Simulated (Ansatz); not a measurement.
# Decaying states in the gap of Mg3CdTe4, part 2 of 3

A new crystal, Mg3CdTe4: structure, gap and complex bands. It is built by putting Te for S, Mg for Zn in the Zn3CdS4 structure of space group P-43m, with the volume rescaled by atomic radii. The parent structure comes from the Materials Project.

Ansatz 0.2.0; PBEsol DFT, plane waves, PAW files (the session's first sound run).

So far. Step 2 (Relaxing the new crystal): The largest force component on a free atom ends at 9.7e-5 eV/Å. The relaxed cell has a = 6.451 Å (conventional setting).

The structure was built from a prototype and need not be the compound's stable phase.

**3. Band edges**

The energy window and the wavevectors of the next steps follow from the band edges, so these are searched first, off the mesh as well.

Contents of input.yaml:

```yaml
crystal:
  lattice:
    - [6.4511050656, 0.0, 0.0]
    - [0.0, 6.4511050656, 0.0]
    - [0.0, 0.0, 6.4511050656]
  atoms:
    - { symbol: Mg, position: [0.0, 0.5, 0.5] }
    - { symbol: Mg, position: [0.5, 0.0, 0.5] }
    - { symbol: Mg, position: [0.5, 0.5, 0.0] }
    - { symbol: Cd, position: [0.0, 0.0, 0.0] }
    - { symbol: Te, position: [0.2518676199, 0.2518676199, 0.2518676199] }
    - { symbol: Te, position: [0.7481323801, 0.7481323801, 0.2518676199] }
    - { symbol: Te, position: [0.2518676199, 0.7481323801, 0.7481323801] }
    - { symbol: Te, position: [0.7481323801, 0.2518676199, 0.7481323801] }
kpoints:
  mp_grid: { grid: [4, 4, 4] }
  band_path: { path: [VBM, CBM], npoints: 30 }
scf:
  occupations: { method: fixed }
hamiltonian:
  xc: pbesol
output:
  eigenvalues: true
  write_potential: true
  write_density: true
  volumetric_format: npy
  elf: true
```

Command:

```
$ ansatz run input.yaml --threads 2 --pin off --max-ram 4096MiB --backend cpu --events-out ev --progress --plain --runs-dir out
```

Numbers of over 12 decimals in the logs are rounded to 6 here.

The program printed:

```text
[...]
Crystal: 8 atoms, lattice volume = 268.474 Å³
Basis set: ecut = 420 eV, 5257 PW (Γ)
Bands: 69, of which v1, the nominal top of the filled ones, is band 57 counted from 1 (56 counted from 0)
Symmetry: 24 space group operations
[...]
k-points: 10 of 64 (time reversal used)
[...]
SCF iter   1: F=—  HF=-41531.974683 eV  |F-HF|=—  |Δ(HF+E_count)|=         —  Δρ=2.77e-3  dr2=2.56e-2  ethr=1.77e-3  ⟨swp⟩=5.1  Hψ=2163  notcnv=0  defer=86
[...]
SCF iter   7: F=-41531.967369 eV  HF=-41531.967369 eV  |F-HF|=3.67e-8  |Δ(HF+E_count)|=   7.84e-7  Δρ=2.76e-6  dr2=1.83e-8  ethr=8.77e-11  ⟨swp⟩=14.2  Hψ=3212  notcnv=0
SCF 1 converged in 7 iterations: F = -41531.967369 eV  dr2 = 1.83e-8
[...]
NSCF: frozen V_eff on 20 k-points
[...]
SCF converged after 7 iterations
Free energy (F): -41531.967369 eV
[...]
Internal energy: -41531.967369 eV  (E = F + TS)
E sigma→0 (E₀):  -41531.967369 eV
Fermi energy:    5.055959 eV
[...]
--- Band table (eV; the first three rows and the last of 10) ---
  k-point 0: bands = [... 53 lower, 3.6916, 5.0560, 5.0560, 5.0560, 6.8673, 7.7410, 7.7410, 7.7410, ... 8 higher]
  k-point 1: bands = [... 53 lower, 3.8441, 4.1780, 4.7992, 4.7992, 7.7787, 8.0986, 8.4097, 8.4097, ... 8 higher]
  k-point 2: bands = [... 53 lower, 4.1831, 4.1831, 4.3640, 4.3640, 8.5538, 8.7634, 8.8256, 9.0497, ... 8 higher]
  k-point 9: bands = [... 53 lower, 4.5315, 4.6610, 4.6610, 4.6610, 7.1794, 8.1168, 8.1168, 8.1168, ... 8 higher]
```

It took 15 s on 2 threads of AMD EPYC 9R45, shared host; peak memory 0.76 GiB; 28 s of CPU time.

Numbers from this step:

| Quantity | Value |
| --- | --- |
| free energy | -41531.9674 eV |
| Fermi energy | 5.056 eV |
| gap on the k-mesh | 1.811 eV |
| gap on path | 1.811 eV, by band count; negative where bands overlap |
| direct gap on path | 1.811 eV |
| edge places on path | 0, 0 1/A along the path |

Levels at VBM (eV): -7.56, -7.56, -7.50, -7.50, -7.50, -3.81, -3.17, -3.17, -1.37, -1.37, -1.37, -1.36, -1.36, -1.36, 0.00, 0.00, 0.00, 1.81, 2.69, 2.69, 2.69, 2.85, 3.54, 3.54, 5.24, 5.24, 5.24.

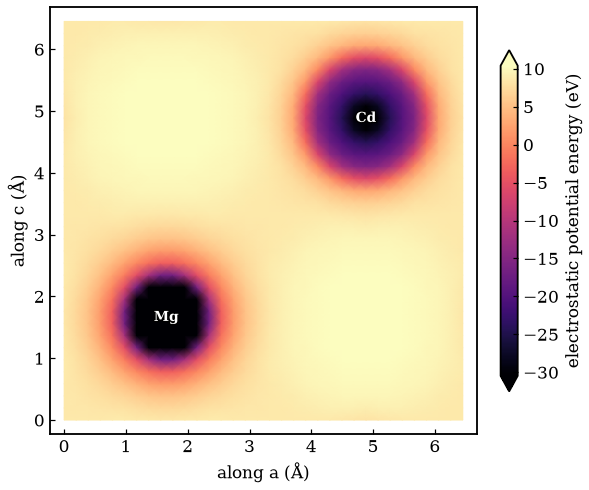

Electrostatic potential energy in the ac plane at fractional y = 0.000, with atoms of Mg and Cd within 0.2 Å of it. With pseudopotentials it is smooth inside the atoms' cores, unlike the true potential. The map starts off the cell's origin, so that atoms lie inside it.

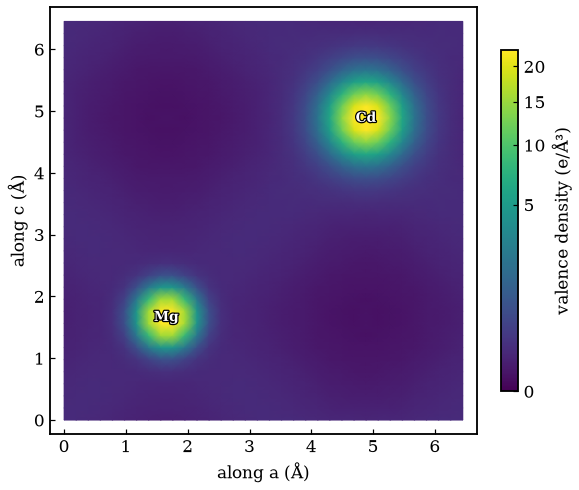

Valence density in the ac plane at fractional y = 0.000, with atoms of Mg and Cd within 0.2 Å of it. It is the smooth field of the valence electrons, not physical close to the nuclei. The map starts off the cell's origin, so that atoms lie inside it. The colour scale is stretched toward low values.

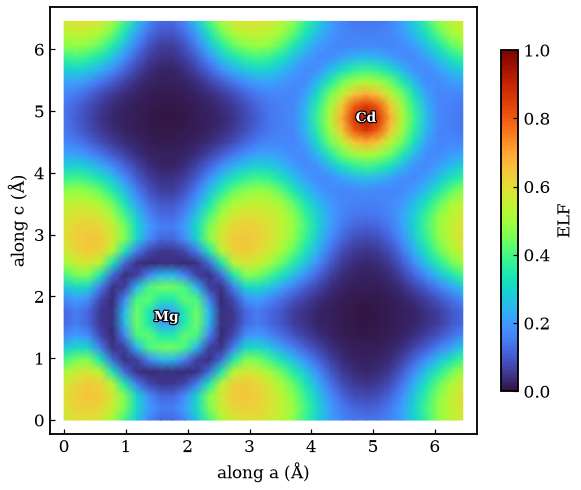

ELF in the ac plane at fractional y = 0.000, with atoms of Mg and Cd within 0.2 Å of it. It is the smooth field of the valence electrons, not physical close to the nuclei. The map starts off the cell's origin, so that atoms lie inside it.

The searched edges give 1.81 eV, as on the mesh.

**4. Complex bands**

This step: PBEsol DFT, plane waves, PAW files; complex bands by layer matching along the plane's normal (Ansatz 0.2.0).

The same crystal is laid in a cell whose first two vectors span the (001) plane (indices of the standard conventional cell, whose axes can be ordered otherwise than in the bulk input). At fixed energy and wavevector in the plane the solver finds all kz, real and complex. A few wavevectors are listed, (0, 0) and (0.5, 0) in units of the plane's reciprocal vectors; the slowest state needn't be among them.

input.yaml, as its differences from that of step 3:

```diff
@@ -2,5 +2,5 @@
   lattice:
-    - [6.4511050656, 0.0, 0.0]
-    - [0.0, 6.4511050656, 0.0]
-    - [0.0, 0.0, 6.4511050656]
+    - [6.451105066, 0.0, 0.0]
+    - [0.0, 6.451105066, 0.0]
+    - [0.0, 0.0, 6.451105066]
   atoms:
@@ -16,3 +16,2 @@
   mp_grid: { grid: [4, 4, 4] }
-  band_path: { path: [VBM, CBM], npoints: 30 }
 scf:
@@ -23,5 +22,6 @@
   eigenvalues: true
-  write_potential: true
-  write_density: true
-  volumetric_format: npy
-  elf: true
+  transmission:
+    leads: [[0, 0]]
+    kpoints: [[0.0, 0.0], [0.5, 0.0]]
+    e_range: [-1.0, 2.81]
+    de: 0.1
```

The program printed:

```text
[...]
Crystal: 8 atoms, lattice volume = 268.474 Å³
Basis set: ecut = 420 eV, 5257 PW (Γ)
Bands: 69, of which v1, the nominal top of the filled ones, is band 57 counted from 1 (56 counted from 0)
Symmetry: 24 space group operations
[...]
k-points: 10 of 64 (time reversal used)
[...]
SCF iter   1: F=—  HF=-41531.974680 eV  |F-HF|=—  |Δ(HF+E_count)|=         —  Δρ=2.77e-3  dr2=2.56e-2  ethr=1.77e-3  ⟨swp⟩=5.1  Hψ=2163  notcnv=0  defer=86
[...]
SCF iter   7: F=-41531.967369 eV  HF=-41531.967369 eV  |F-HF|=3.67e-8  |Δ(HF+E_count)|=   7.83e-7  Δρ=2.76e-6  dr2=1.83e-8  ethr=8.77e-11  ⟨swp⟩=14.2  Hψ=3189  notcnv=0
SCF 1 converged in 7 iterations: F = -41531.967369 eV  dr2 = 1.83e-8
[...]
transmission: 8 of 16 steps passed
transmission: 16 of 16 steps passed
SCF converged after 7 iterations
Free energy (F): -41531.967369 eV
[...]
Internal energy: -41531.967369 eV  (E = F + TS)
E sigma→0 (E₀):  -41531.967369 eV
Fermi energy:    5.055959 eV
[...]
--- Band table (eV; the first three rows and the last of 10) ---
  k-point 0: bands = [... 53 lower, 3.6916, 5.0560, 5.0560, 5.0560, 6.8673, 7.7410, 7.7410, 7.7410, ... 8 higher]
  k-point 1: bands = [... 53 lower, 3.8441, 4.1780, 4.7992, 4.7992, 7.7787, 8.0986, 8.4097, 8.4097, ... 8 higher]
  k-point 2: bands = [... 53 lower, 4.1831, 4.1831, 4.3640, 4.3640, 8.5538, 8.7634, 8.8256, 9.0497, ... 8 higher]
  k-point 9: bands = [... 53 lower, 4.5315, 4.6610, 4.6610, 4.6610, 7.1794, 8.1168, 8.1168, 8.1168, ... 8 higher]
--- Transmission ---
  basis      : 365 plane waves across, 8 finite elements along
  points     : 2, as listed
  energies   : 39 from -1.000000 to 2.800000 eV about the Fermi level, 0.100000 eV apart; the leads are filled to 0.905654 eV, and channels, transmission and decay are at 0.900000 eV
  crystal 0  : Te4Mg3Cd1, at the sites [0, 0], period 6.4511 Å: whole cells are its period
    offset         : up to 0.0000 Å between an atom of the period and one for which it stands
    channels       : 0.000000e0 a spin
    conductance    : none, the energies end too early or step too widely for 300 K: set another output.transmission.e_range or a lower de, or, where they end at an eighth of basis.ecutwfc, a higher one
    slowest decay  : 0.1333 /Å at (0.0000, 0.0000)
```

Elapsed: 25 s, on 2 threads; peak memory 1.6 GiB; 49 s of CPU time.

Numbers from this step:

| Item | Value |
| --- | --- |
| level to which the leads are filled | 0.9057 eV from the Fermi level |
| decay constant at the filling level, zone centre | 0.1333 Å⁻¹ |
| decay constant at the filling level, slowest listed point | 0.1333 Å⁻¹ |

K parallel (0, 0); values up to 1.5 1/Å, a degenerate pair printed once or twice; energies at which all values exceed this have no row. The Im kz of the slowest decaying states by energy, zero at the highest filled level on the SCF mesh:

| energy (eV) | decay 1 (Å⁻¹) | decay 2 (Å⁻¹) | decay 3 (Å⁻¹) | decay 4 (Å⁻¹) |
| --- | --- | --- | --- | --- |
| -1.0000 | 0.200 | 0.227 | 0.262 | 0.750 |
| -0.8000 | 0.0423 | 0.236 | 0.269 | 0.298 |
| -0.5000 | 0.271 | 0.309 | 0.328 | 0.698 |
| -0.3000 | 0.286 | 0.327 | 0.339 | 0.676 |
| 0.0000 | 6.8e-4 | 0.00205 | 0.00207 | 0.300 |
| 0.2000 | 0.0853 | 0.194 | 0.306 | 0.345 |
| 0.5000 | 0.120 | 0.291 | 0.308 | 0.335 |
| 0.7000 | 0.130 | 0.306 | 0.329 | 0.360 |
| 1.0000 | 0.132 | 0.299 | 0.330 | 0.352 |
| 1.2000 | 0.125 | 0.292 | 0.311 | 0.351 |
| 1.5000 | 0.0998 | 0.276 | 0.285 | 0.340 |
| 1.7000 | 0.0635 | 0.262 | 0.264 | 0.331 |
| 2.0000 | 0.225 | 0.235 | 0.312 | 0.336 |
| 2.2000 | 0.192 | 0.212 | 0.284 | 0.296 |
| 2.5000 | 0.121 | 0.169 | 0.268 | 0.418 |
| 2.7000 | 0.109 | 0.244 | 0.414 | 0.420 |

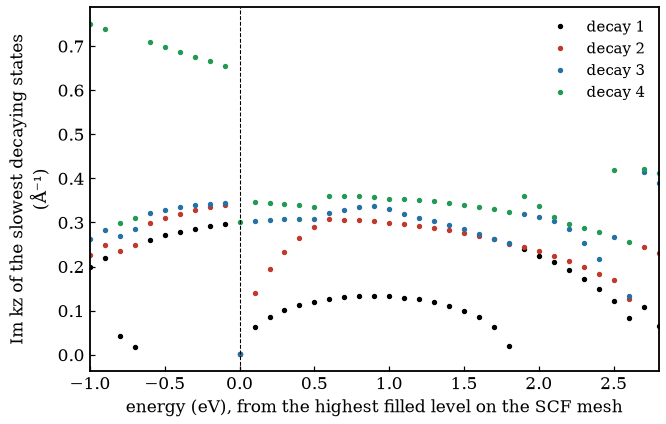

Im kz of the slowest decaying states, plotted against energy.

K parallel (0, 0). Re kz of states that move upwards against energy, zero at the highest filled level on the SCF mesh:

| energy (eV) | channel 1 (Å⁻¹) | channel 2 (Å⁻¹) | channel 3 (Å⁻¹) | channel 4 (Å⁻¹) |
| --- | --- | --- | --- | --- |
| -1.0000 | -0.268 | 0.386 | 0.386 | - |
| -0.8000 | -0.228 | - | - | - |
| -0.5000 | -0.364 | -0.364 | -0.167 | - |
| -0.3000 | -0.266 | -0.266 | -0.122 | - |
| 0.0000 | - | - | - | - |
| 0.2000 | - | - | - | - |
| 0.5000 | - | - | - | - |
| 0.7000 | - | - | - | - |
| 1.0000 | - | - | - | - |
| 1.2000 | - | - | - | - |
| 1.5000 | - | - | - | - |
| 1.7000 | - | - | - | - |
| 2.0000 | 0.0901 | - | - | - |
| 2.2000 | 0.137 | - | - | - |
| 2.5000 | 0.197 | - | - | - |
| 2.7000 | 0.0350 | 0.0350 | 0.0511 | 0.239 |

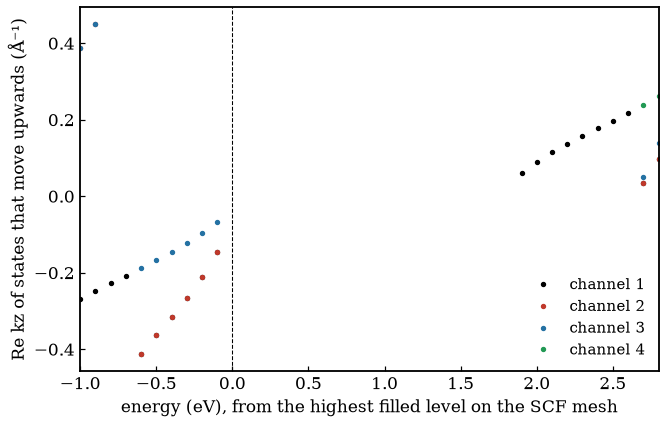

Re kz of states that move upwards, plotted against energy.

K parallel (0.5, 0); values up to 1.5 1/Å, a degenerate pair printed once or twice; energies at which all values exceed this have no row. Im kz of the slowest decaying states against energy, zero at the highest filled level on the SCF mesh:

| energy (eV) | decay 1 (Å⁻¹) | decay 2 (Å⁻¹) | decay 3 (Å⁻¹) | decay 4 (Å⁻¹) |
| --- | --- | --- | --- | --- |
| -1.000 | 0.121 | 0.198 | 0.784 | 0.901 |
| -0.500 | 0.0113 | 0.0692 | 0.159 | 0.217 |
| 0.000 | 0.256 | 0.268 | 0.278 | 0.299 |
| 0.500 | 0.314 | 0.334 | 0.338 | 0.353 |
| 1.000 | 0.332 | 0.346 | 0.373 | 0.377 |
| 1.500 | 0.332 | 0.341 | 0.378 | 0.395 |
| 2.000 | 0.317 | 0.320 | 0.378 | 0.386 |
| 2.500 | 0.283 | 0.285 | 0.349 | 0.360 |

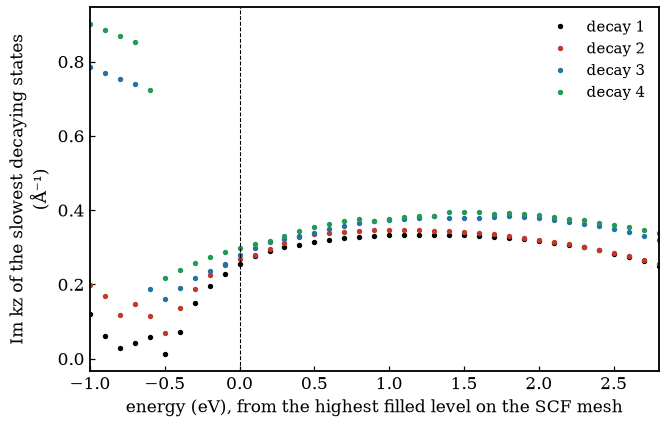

Im kz of the slowest decaying states against energy.

At the listed wavevectors the last open channel is at -0.10 eV and the next at +1.90 eV on the grid. At +0.90 eV, the grid energy nearest the filling level (the middle of the gap on the SCF mesh), the slowest state at the listed wavevectors decays with κ = 0.133 Å⁻¹, its amplitude falling by e over 7.5 Å. Through 1 nm of this crystal that state's transmission falls by exp(−2 × 0.133 Å⁻¹ × 10 Å) = 0.070.

**5. Decay over the two-dimensional zone**

The listed points could miss the slowest state, so one energy near mid-gap is solved on a mesh of 8×8.

input.yaml, as its differences from that of step 4:

```diff
@@ -22,6 +22,2 @@
   eigenvalues: true
-  transmission:
-    leads: [[0, 0]]
-    kpoints: [[0.0, 0.0], [0.5, 0.0]]
-    e_range: [-1.0, 2.81]
-    de: 0.1
+  transmission: { leads: [[0, 0]], kmesh: [8, 8], e_range: [0.91, 0.92], de: 0.05 }
```

The program printed:

```text
[...]
Crystal: 8 atoms, lattice volume = 268.474 Å³
Basis set: ecut = 420 eV, 5257 PW (Γ)
Bands: 69, of which v1, the nominal top of the filled ones, is band 57 counted from 1 (56 counted from 0)
Symmetry: 24 space group operations
[...]
k-points: 10 of 64 (time reversal used)
[...]
SCF iter   1: F=—  HF=-41531.974680 eV  |F-HF|=—  |Δ(HF+E_count)|=         —  Δρ=2.77e-3  dr2=2.56e-2  ethr=1.77e-3  ⟨swp⟩=5.1  Hψ=2163  notcnv=0  defer=86
[...]
SCF iter   7: F=-41531.967369 eV  HF=-41531.967369 eV  |F-HF|=3.67e-8  |Δ(HF+E_count)|=   7.83e-7  Δρ=2.76e-6  dr2=1.83e-8  ethr=8.77e-11  ⟨swp⟩=14.2  Hψ=3189  notcnv=0
SCF 1 converged in 7 iterations: F = -41531.967369 eV  dr2 = 1.83e-8
[...]
transmission: 32 of 168 steps passed
transmission: 64 of 168 steps passed
[...]
transmission: 168 of 168 steps passed
SCF converged after 7 iterations
Free energy (F): -41531.967369 eV
[...]
Internal energy: -41531.967369 eV  (E = F + TS)
E sigma→0 (E₀):  -41531.967369 eV
Fermi energy:    5.055959 eV
[...]
--- Band table (eV; the first three rows and the last of 10) ---
  k-point 0: bands = [... 53 lower, 3.6916, 5.0560, 5.0560, 5.0560, 6.8673, 7.7410, 7.7410, 7.7410, ... 8 higher]
  k-point 1: bands = [... 53 lower, 3.8441, 4.1780, 4.7992, 4.7992, 7.7787, 8.0986, 8.4097, 8.4097, ... 8 higher]
  k-point 2: bands = [... 53 lower, 4.1831, 4.1831, 4.3640, 4.3640, 8.5538, 8.7634, 8.8256, 9.0497, ... 8 higher]
  k-point 9: bands = [... 53 lower, 4.5315, 4.6610, 4.6610, 4.6610, 7.1794, 8.1168, 8.1168, 8.1168, ... 8 higher]
--- Transmission ---
  basis      : 365 plane waves across, 8 finite elements along
  points     : 21, standing for a mesh of 8 x 8
  energies   : 1 from 0.910000 to 0.910000 eV about the Fermi level; the leads are filled to 0.905654 eV, and channels, transmission and decay are at 0.910000 eV
  crystal 0  : Te4Mg3Cd1, at the sites [0, 0], period 6.4511 Å: whole cells are its period
[...]
channels       : 0.000000e0 a spin
    conductance    : none, crystal 0 has no channel at the energies, or these end too early or step too widely for 300 K: set another output.transmission.e_range or a lower de, or, where they end at an eighth of basis.ecutwfc, a higher one
    slowest decay  : 0.1333 /Å at (0.0000, 0.0000)
```

The job ended after 35 s (2 threads; peak memory 1.7 GiB).

This step gave:

```
least decay constant on the mesh : 0.1333 Å⁻¹
```

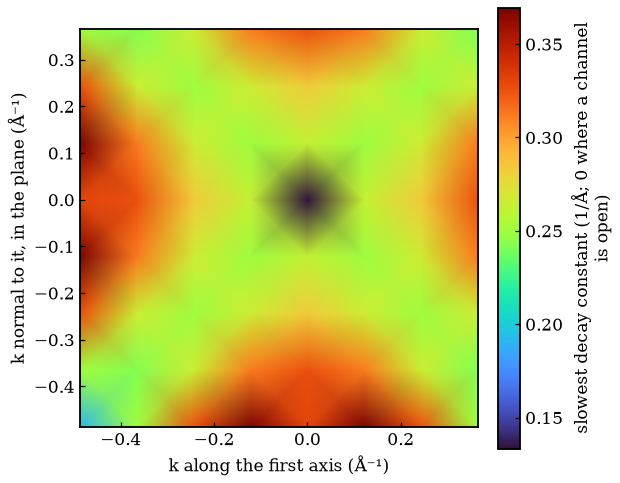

Slowest decay constant (1/Å; 0 where a channel is open) over k1 and k2. At 0.9100 eV from the Fermi level.

The least value on the mesh is 0.133 Å⁻¹ at +0.91 eV. At that energy the listed points give about 0.133 Å⁻¹ by interpolation, so the mesh holds no clearly slower state.

**6. Band edges at another level**

This step: PBE DFT, plane waves, PAW files (Ansatz 0.2.0).

The edges again with PBE, at the same atoms.

input.yaml, as its differences from that of step 5:

```diff
@@ -2,5 +2,5 @@
   lattice:
-    - [6.451105066, 0.0, 0.0]
-    - [0.0, 6.451105066, 0.0]
-    - [0.0, 0.0, 6.451105066]
+    - [6.4511050656, 0.0, 0.0]
+    - [0.0, 6.4511050656, 0.0]
+    - [0.0, 0.0, 6.4511050656]
   atoms:
@@ -16,2 +16,3 @@
   mp_grid: { grid: [4, 4, 4] }
+  band_path: { path: [VBM, CBM], npoints: 30 }
 scf:
@@ -19,5 +20,4 @@
 hamiltonian:
-  xc: pbesol
+  xc: pbe
 output:
   eigenvalues: true
-  transmission: { leads: [[0, 0]], kmesh: [8, 8], e_range: [0.91, 0.92], de: 0.05 }
```

The program printed:

```text
[...]
Crystal: 8 atoms, lattice volume = 268.474 Å³
Basis set: ecut = 420 eV, 5257 PW (Γ)
Bands: 69, of which v1, the nominal top of the filled ones, is band 57 counted from 1 (56 counted from 0)
Symmetry: 24 space group operations
[...]
k-points: 10 of 64 (time reversal used)
[...]
SCF iter   1: F=—  HF=-41951.844507 eV  |F-HF|=—  |Δ(HF+E_count)|=         —  Δρ=9.54e-4  dr2=5.62e-3  ethr=1.77e-3  ⟨swp⟩=5.1  Hψ=2172  notcnv=0  defer=81
[...]
SCF iter   7: F=-41951.843468 eV  HF=-41951.843467 eV  |F-HF|=9.73e-8  |Δ(HF+E_count)|=   1.32e-6  Δρ=4.11e-6  dr2=3.68e-8  ethr=8.77e-11  ⟨swp⟩=13.3  Hψ=3629  notcnv=0
SCF 1 converged in 7 iterations: F = -41951.843468 eV  dr2 = 3.68e-8
[...]
SCF converged after 7 iterations
Free energy (F): -41951.843468 eV
[...]
Internal energy: -41951.843468 eV  (E = F + TS)
E sigma→0 (E₀):  -41951.843468 eV
Fermi energy:    5.166635 eV
[...]
--- Band table (eV; the first three rows and the last of 10) ---
  k-point 0: bands = [... 53 lower, 3.8174, 5.1666, 5.1666, 5.1666, 7.0916, 7.9718, 7.9718, 7.9718, ... 8 higher]
  k-point 1: bands = [... 53 lower, 3.9654, 4.3101, 4.9128, 4.9128, 7.9765, 8.3178, 8.6265, 8.6313, ... 8 higher]
  k-point 2: bands = [... 53 lower, 4.2997, 4.2997, 4.4838, 4.4838, 8.7167, 8.9815, 9.0411, 9.2118, ... 8 higher]
  k-point 9: bands = [... 53 lower, 4.6399, 4.7807, 4.7807, 4.7807, 7.3809, 8.2996, 8.2996, 8.2996, ... 8 higher]
```

Wall time 15 s (2 threads); peak memory 0.73 GiB.

Numbers from this step:

```
free energy        : -41951.8435 eV
Fermi energy       : 5.167 eV
gap on the k-mesh  : 1.925 eV
gap on path        : 1.925 eV, by band count; negative where bands overlap
direct gap on path : 1.925 eV
```

Levels at VBM (eV): -7.59, -7.59, -7.53, -7.53, -7.53, -3.77, -3.16, -3.16, -1.36, -1.36, -1.36, -1.35, -1.35, -1.35, 0.00, 0.00, 0.00, 1.93, 2.81, 2.81, 2.81, 2.93, 3.59, 3.59, 5.28, 5.28, 5.28.

The searched edges give 1.92 eV, as on the mesh.

For the gap on path, step 3 gave 1.81 eV; this run, with PBE, gives 1.92 eV.

(Part 2 of 3 ends here.)

[Logs are printed without paths, hosts, clocks, repeated set-up lines and the standing remarks that a program may print on its own settings, such as how far it seeks lower states.]

[Hosts, paths, dates, database ids (printed as entryN), source tags and the programs' standing remarks are cut or masked in the printed files.]

[New means built here by substitution; the compound itself may be known and measured.]
